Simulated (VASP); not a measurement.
# NiSb (Breithauptite) with r2SCAN + rVV10: from relaxation to properties, part 9 of 11

What structure does NiSb (Breithauptite) take at this level, and what are its properties? The start is a cell from a database of measured crystal structures.

VASP 6.6.1, plane waves and PAW; the level of theory is named at each step.

Still holding for the runs below: This run allows spin, but its moments start at zero, where symmetry between the spins tends to hold them, although Ni can carry a moment.

So far. Step 9 (Density, ELF and potential (r2SCAN + rVV10)): In this run the pressure is 0.03 GPa, small enough to go on. Step 10 (Bands along the symmetry lines (r2SCAN + rVV10)): There is no gap at this level. The relaxed cell has a = 3.916, c = 5.109 Å (conventional setting).

The database entry behind the starting cell differs from later determinations by our own check (c about 0.3 % short), so it need not match the best structure at ambient conditions.

### 11. Total and projected DOS (r2SCAN + rVV10)

Level of this step: r2SCAN with rVV10, zero-moment start; plane waves and PAW (Ni, Sb) (VASP).

A density of states needs more k-points than a total energy; ISMEAR = -5 takes tetrahedra, and LORBIT projects the states on the PAW spheres. The mesh is finer than in the run before.

File INCAR:

```
SYSTEM = NiSb
PREC = Accurate
ENCUT = 400
EDIFF = 1E-06
NELM = 100
ISMEAR = -5
SIGMA = 0.05
LREAL = .FALSE.
ALGO = Normal
METAGGA = R2SCAN
LUSE_VDW = .TRUE.
IVDW_NL = 2
BPARAM = 11.95
CPARAM = 0.0093
LASPH = .TRUE.
NBANDS = 31
ISPIN = 2
MAGMOM = -0 -0 -0 -0
LMAXMIX = 4
LORBIT = 11
LWAVE = .FALSE.
LCHARG = .FALSE.
KPAR = 8
NEDOS = 2001
```

File POSCAR:

```
NiSb
1.0
    3.9163346526      0.0000000000      0.0000000000
   -1.9581673263      3.3916452989      0.0000000000
    0.0000000000      0.0000000000      5.1088173777
Ni Sb
2 2
Direct
    0.0000000000      0.0000000000      0.0000000000
    0.0000000000      0.0000000000      0.5000000000
    0.3333333333      0.6666666667      0.2500000000
    0.6666666667      0.3333333333      0.7500000000
```

File KPOINTS:

```
Automatic mesh
0
Gamma
10 10 7
0 0 0
```

The projector-augmented-wave data sets are Ni and Sb (PBE family, release 64).

On the command line:

```
$ mpirun -np 8 vasp_std
```

Log:

```text
[... set-up lines as in an earlier step ...]
 entering main loop
       N       E                     dE             d eps       ncg     rms          rms(c)
Total rVV10 correction in eV:      0.7705156    41.0182314
Total rVV10 correction in eV:      0.7705156    41.0182314
Total rVV10 correction in eV:      0.7705156    41.0182314
Total rVV10 correction in eV:      0.7705156    41.0182314
Total rVV10 correction in eV:      0.7705156    41.0182314
Total rVV10 correction in eV:      0.7705156    41.0182314
Total rVV10 correction in eV:      0.7705156    41.0182314
Total rVV10 correction in eV:      0.7705156    41.0182314
DAV:   1     0.111778194533E+03    0.11178E+03   -0.10018E+04  6968   0.843E+02
DAV:   2    -0.686430875486E+02   -0.18042E+03   -0.16657E+03  7259   0.218E+02
DAV:   3    -0.802317143087E+02   -0.11589E+02   -0.11233E+02  8201   0.653E+01
DAV:   4    -0.804630868842E+02   -0.23137E+00   -0.23110E+00  8043   0.916E+00
DAV:   5    -0.804711342037E+02   -0.80473E-02   -0.80473E-02  9128   0.165E+00    0.131E+01
Total rVV10 correction in eV:      0.7343256    41.0182334
Total rVV10 correction in eV:      0.7343256    41.0182334
Total rVV10 correction in eV:      0.7343256    41.0182334
Total rVV10 correction in eV:      0.7343256    41.0182334
Total rVV10 correction in eV:      0.7343256    41.0182334
Total rVV10 correction in eV:      0.7343256    41.0182334
Total rVV10 correction in eV:      0.7343256    41.0182334
Total rVV10 correction in eV:      0.7343256    41.0182334
DAV:   6    -0.794506257768E+02    0.10205E+01   -0.19177E+01  7952   0.705E+01    0.175E+01
Total rVV10 correction in eV:      0.7491879    41.0182338
Total rVV10 correction in eV:      0.7491879    41.0182338
Total rVV10 correction in eV:      0.7491879    41.0182338
Total rVV10 correction in eV:      0.7491879    41.0182338
Total rVV10 correction in eV:      0.7491879    41.0182338
Total rVV10 correction in eV:      0.7491879    41.0182338
Total rVV10 correction in eV:      0.7491879    41.0182338
Total rVV10 correction in eV:      0.7491879    41.0182338
DAV:   7    -0.755577241691E+02    0.38929E+01   -0.60547E+00  8659   0.447E+01    0.352E+00
Total rVV10 correction in eV:      0.7470359    41.0182336
Total rVV10 correction in eV:      0.7470359    41.0182336
Total rVV10 correction in eV:      0.7470359    41.0182336
Total rVV10 correction in eV:      0.7470359    41.0182336
Total rVV10 correction in eV:      0.7470359    41.0182336
Total rVV10 correction in eV:      0.7470359    41.0182336
Total rVV10 correction in eV:      0.7470359    41.0182336
Total rVV10 correction in eV:      0.7470359    41.0182336
DAV:   8    -0.756545234431E+02   -0.96799E-01   -0.59716E-01 10112   0.863E+00    0.283E+00
Total rVV10 correction in eV:      0.7436611    41.0182335
Total rVV10 correction in eV:      0.7436611    41.0182335
Total rVV10 correction in eV:      0.7436611    41.0182335
Total rVV10 correction in eV:      0.7436611    41.0182335
Total rVV10 correction in eV:      0.7436611    41.0182335
Total rVV10 correction in eV:      0.7436611    41.0182335
Total rVV10 correction in eV:      0.7436611    41.0182335
Total rVV10 correction in eV:      0.7436611    41.0182335
DAV:   9    -0.756040960164E+02    0.50427E-01   -0.13707E-01  8990   0.509E+00    0.467E-01
Total rVV10 correction in eV:      0.7440783    41.0182335
Total rVV10 correction in eV:      0.7440783    41.0182335
Total rVV10 correction in eV:      0.7440783    41.0182335
Total rVV10 correction in eV:      0.7440783    41.0182335
Total rVV10 correction in eV:      0.7440783    41.0182335
Total rVV10 correction in eV:      0.7440783    41.0182335
Total rVV10 correction in eV:      0.7440783    41.0182335
Total rVV10 correction in eV:      0.7440783    41.0182335
DAV:  10    -0.756045782192E+02   -0.48220E-03   -0.59146E-03 10639   0.606E-01    0.223E-01
Total rVV10 correction in eV:      0.7448907    41.0182335
Total rVV10 correction in eV:      0.7448907    41.0182335
Total rVV10 correction in eV:      0.7448907    41.0182335
Total rVV10 correction in eV:      0.7448907    41.0182335
Total rVV10 correction in eV:      0.7448907    41.0182335
Total rVV10 correction in eV:      0.7448907    41.0182335
Total rVV10 correction in eV:      0.7448907    41.0182335
Total rVV10 correction in eV:      0.7448907    41.0182335
DAV:  11    -0.756047427339E+02   -0.16451E-03   -0.10648E-03  9250   0.260E-01    0.684E-02
Total rVV10 correction in eV:      0.7448616    41.0182335
Total rVV10 correction in eV:      0.7448616    41.0182335
Total rVV10 correction in eV:      0.7448616    41.0182335
Total rVV10 correction in eV:      0.7448616    41.0182335
Total rVV10 correction in eV:      0.7448616    41.0182335
Total rVV10 correction in eV:      0.7448616    41.0182335
Total rVV10 correction in eV:      0.7448616    41.0182335
Total rVV10 correction in eV:      0.7448616    41.0182335
DAV:  12    -0.756047870253E+02   -0.44291E-04   -0.11790E-04  9537   0.104E-01    0.498E-02
Total rVV10 correction in eV:      0.7448554    41.0182335
Total rVV10 correction in eV:      0.7448554    41.0182335
Total rVV10 correction in eV:      0.7448554    41.0182335
Total rVV10 correction in eV:      0.7448554    41.0182335
Total rVV10 correction in eV:      0.7448554    41.0182335
Total rVV10 correction in eV:      0.7448554    41.0182335
Total rVV10 correction in eV:      0.7448554    41.0182335
Total rVV10 correction in eV:      0.7448554    41.0182335
DAV:  13    -0.756047650217E+02    0.22004E-04   -0.75917E-06  8780   0.345E-02    0.267E-02
Total rVV10 correction in eV:      0.7448704    41.0182335
Total rVV10 correction in eV:      0.7448704    41.0182335
Total rVV10 correction in eV:      0.7448704    41.0182335
Total rVV10 correction in eV:      0.7448704    41.0182335
Total rVV10 correction in eV:      0.7448704    41.0182335
Total rVV10 correction in eV:      0.7448704    41.0182335
Total rVV10 correction in eV:      0.7448704    41.0182335
Total rVV10 correction in eV:      0.7448704    41.0182335
DAV:  14    -0.756047420706E+02    0.22951E-04   -0.77258E-06 10016   0.436E-02    0.116E-02
Total rVV10 correction in eV:      0.7448876    41.0182335
Total rVV10 correction in eV:      0.7448876    41.0182335
Total rVV10 correction in eV:      0.7448876    41.0182335
Total rVV10 correction in eV:      0.7448876    41.0182335
Total rVV10 correction in eV:      0.7448876    41.0182335
Total rVV10 correction in eV:      0.7448876    41.0182335
Total rVV10 correction in eV:      0.7448876    41.0182335
Total rVV10 correction in eV:      0.7448876    41.0182335
DAV:  15    -0.756047403037E+02    0.17669E-05   -0.14666E-06  5417   0.848E-03    0.619E-03
Total rVV10 correction in eV:      0.7448967    41.0182335
Total rVV10 correction in eV:      0.7448967    41.0182335
Total rVV10 correction in eV:      0.7448967    41.0182335
Total rVV10 correction in eV:      0.7448967    41.0182335
Total rVV10 correction in eV:      0.7448967    41.0182335
Total rVV10 correction in eV:      0.7448967    41.0182335
Total rVV10 correction in eV:      0.7448967    41.0182335
Total rVV10 correction in eV:      0.7448967    41.0182335
DAV:  16    -0.756047405703E+02   -0.26666E-06   -0.22738E-07  4319   0.400E-03
Total rVV10 correction in eV:      0.7448962    41.0182335
Total rVV10 correction in eV:      0.7448962    41.0182335
Total rVV10 correction in eV:      0.7448962    41.0182335
Total rVV10 correction in eV:      0.7448962    41.0182335
Total rVV10 correction in eV:      0.7448962    41.0182335
Total rVV10 correction in eV:      0.7448962    41.0182335
Total rVV10 correction in eV:      0.7448962    41.0182335
Total rVV10 correction in eV:      0.7448962    41.0182335
Total rVV10 correction in eV:      0.7449008    41.0182335
Total rVV10 correction in eV:      0.7449008    41.0182335
Total rVV10 correction in eV:      0.7449008    41.0182335
Total rVV10 correction in eV:      0.7449008    41.0182335
Total rVV10 correction in eV:      0.7449008    41.0182335
Total rVV10 correction in eV:      0.7449008    41.0182335
Total rVV10 correction in eV:      0.7449008    41.0182335
Total rVV10 correction in eV:      0.7449008    41.0182335
   1 F= -.75604741E+02 E0= -.75604741E+02  d E =0.000000E+00  mag=     0.0000
 -----------------------------------------------------------------------------
|                                                                             |
|           W    W    AA    RRRRR   N    N  II  N    N   GGGG   !!!           |
|           W    W   A  A   R    R  NN   N  II  NN   N  G    G  !!!           |
|           W    W  A    A  R    R  N N  N  II  N N  N  G       !!!           |
|           W WW W  AAAAAA  RRRRR   N  N N  II  N  N N  G  GGG   !            |
|           WW  WW  A    A  R   R   N   NN  II  N   NN  G    G                |
|           W    W  A    A  R    R  N    N  II  N    N   GGGG   !!!           |
|                                                                             |
|     Tetrahedron method does not include variations of the Fermi             |
|     occupations, so forces and stress will be inaccurate. We suggest        |
|     using a different smearing scheme ISMEAR = 1 or 2 for metals in         |
|     relaxations.                                                            |
|                                                                             |
 -----------------------------------------------------------------------------
```

The job ended after 2.7 min (8 MPI ranks of Intel Xeon Platinum 8488C (Sapphire Rapids), shared host; peak memory 3.3 GiB).

OUTCAR, selected parts (step 11):

```text
   k-points           NKPTS =     56   k-points in BZ     NKDIM =     56   number of bands    NBANDS=     31

   NELECT =      30.0000    total number of electrons

 E-fermi :  10.1008

 spin component 1
 k-point     1 :       0.0000    0.0000    0.0000
  band No.  band energies     occupation
    ...
      9       7.8173      1.00000
     10       7.8174      1.00000
     11       8.6398      1.00000
     12       8.6398      1.00000
     13       9.9845      1.00000
     14      10.6556     -0.27849
     15      10.6556      0.00000
     16      12.6687      0.00000
     17      12.6688      0.00000
     18      13.6317      0.00000
    ...

 k-point     2 :       0.1000   -0.0000    0.0000
  band No.  band energies     occupation
    ...
     10       7.8428      1.00000
     11       8.6293      1.00000
     12       8.6399      1.00000
     13       9.7329      1.00000
     14       9.9428      0.88623
     15      10.1897      0.26467
     16      12.1399      0.00000
     17      13.0989      0.00000
     18      14.1907      0.00000
     19      14.7451      0.00000
    ...

  Total       -0.0618017     -0.0618017     -0.0656309     -0.0000000      0.0000000      0.0000000
  in kB       -1.4591509     -1.4591509     -1.5495587     -0.0000000      0.0000000      0.0000000
  external PRESSURE =      -1.4892868 kB  Pullay stress =       0.0000000 kB

 POSITION                                       TOTAL-FORCE (eV/Angst)
 -----------------------------------------------------------------------------------
      0.00000      0.00000      0.00000         0.000000      0.000000      0.000000
      0.00000      0.00000      2.55441         0.000000      0.000000      0.000000
     -0.00000      2.26110      1.27720         0.000000     -0.000000     -0.000000
      1.95817      1.13055      3.83161        -0.000000      0.000000      0.000000
 -----------------------------------------------------------------------------------
    total drift:                               -0.000000      0.000000      0.000000

  FREE ENERGIE OF THE ION-ELECTRON SYSTEM (eV)
  ---------------------------------------------------
  free  energy   TOTEN  =       -75.6047405703 eV

  energy  without entropy=      -75.6047405703  energy(sigma->0) =      -75.60474057

 magnetization (x)
# of ion       s       p       d       tot
------------------------------------------
    1        0.000   0.000  -0.000   0.000
    2        0.000   0.000  -0.000   0.000
    3       -0.000  -0.000   0.000  -0.000
    4       -0.000  -0.000   0.000  -0.000
--------------------------------------------------
tot          0.000  -0.000  -0.000  -0.000

[... 7 parts as in an earlier step ...]

[... 9 further parts left out ...]
```

With tetrahedra the forces and stress of a metal are not exact derivatives of the energy.

This step gave:

```yaml
scf_cycles: 16
irreducible_k_points: 56
free_energy_toten: -75.6047 eV
fermi_energy: 10.10 eV
pressure: -0.1489 GPa
dos_at_the_fermi_level: 1.600 states/eV/cell
```

The density of states has structure finer than the step of the table below, so its rows give means over 1 eV, whole bins alone (the curve runs from -12.0 to 5.80 eV). Peaks (eV: height): total -3.7: 5.14, -3.0: 10.4, -2.2: 19.3, -1.5: 10.9; Ni d -3.0: 7.29, -2.2: 17.4, -1.5: 9.93; Sb p -3.7: 0.787, -2.8: 0.922, 1.5: 0.510, 2.9: 0.508; Ni p -3.7: 0.221, -2.8: 0.619, 1.5: 0.159, 5.5: 0.180; Ni s -6.4: 0.314, -3.7: 0.167, 5.0: 0.301, 5.7: 0.393.

States under -12.0 eV and over 5.8 eV are left out; both spin channels agree and are summed. The density of states by energy, zero at the Fermi level; means over each step; values in states/eV/cell:

| energy (eV) | total | Ni d | Sb p | Ni p | Ni s | Sb s |
| --- | --- | --- | --- | --- | --- | --- |
| -11 | 1.11 | 0.0195 | 0.0211 | 0.0582 | 0.0587 | 0.528 |
| -10 | 1.50 | 0.0820 | 0.0218 | 0.0633 | 0.0514 | 0.777 |
| -9 | 0.371 | 0.0228 | 0.00451 | 0.0192 | 0.00679 | 0.203 |
| -8 | 0 | 0 | 0 | 0 | 0 | 0 |
| -7 | 0.404 | 0.0282 | 0.0876 | 0.0173 | 0.0798 | 0.0132 |
| -6 | 1.74 | 0.212 | 0.392 | 0.0861 | 0.221 | 0.0655 |
| -5 | 1.63 | 0.394 | 0.337 | 0.0863 | 0.125 | 0.0562 |
| -4 | 3.58 | 1.69 | 0.599 | 0.159 | 0.113 | 0.0295 |
| -3 | 6.04 | 4.01 | 0.569 | 0.274 | 0.0392 | 0.0215 |
| -2 | 8.28 | 7.35 | 0.116 | 0.0789 | 0.0608 | 0.0113 |
| -1 | 3.27 | 2.49 | 0.198 | 0.113 | 0.0355 | 0.0399 |
| 0 | 2.02 | 1.09 | 0.270 | 0.117 | 0.0352 | 0.0959 |
| 1 | 1.51 | 0.593 | 0.291 | 0.0993 | 0.0399 | 0.0943 |
| 2 | 1.57 | 0.478 | 0.389 | 0.0987 | 0.0428 | 0.0824 |
| 3 | 1.56 | 0.397 | 0.474 | 0.0707 | 0.0482 | 0.0506 |
| 4 | 0.931 | 0.179 | 0.198 | 0.0311 | 0.0947 | 0.0157 |
| 5 | 1.76 | 0.192 | 0.177 | 0.107 | 0.258 | 0.0513 |

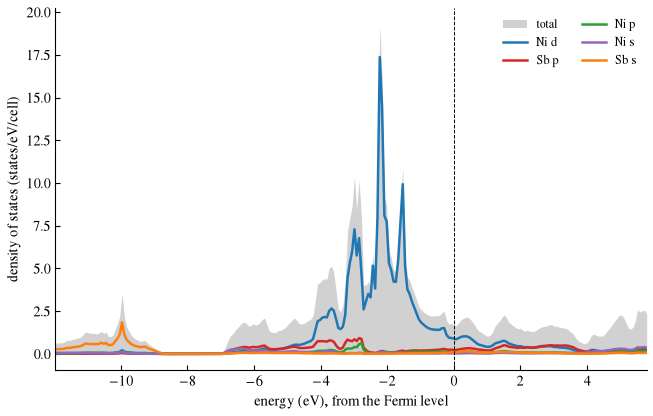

Density of states against energy.

The finer mesh and the other smearing move the Fermi level by +0.03 eV from the 7×7×5 run, a small shift, which tests the Fermi level alone. Of the states within 0.3 eV of the Fermi level, the largest shares in the PAW spheres are Ni d 54 %, Sb p 14 % and Ni p 6 %. The rest lies in smaller channels or between the spheres.

[end of part 9 of 11]

[Lines on the potential files, build, host, timing and source positions are cut from VASP's logs without a mark.]

[Logs are printed without paths, hosts, clocks, repeated set-up lines and the standing remarks that a program may print on its own settings, such as how far it seeks lower states.]

[Hosts, paths, dates, database ids (printed as entryN), source tags and the programs' standing remarks are cut or masked in the printed files.]

[A measured line is paired with the nearest computed mode of its activity, which favours agreement.]
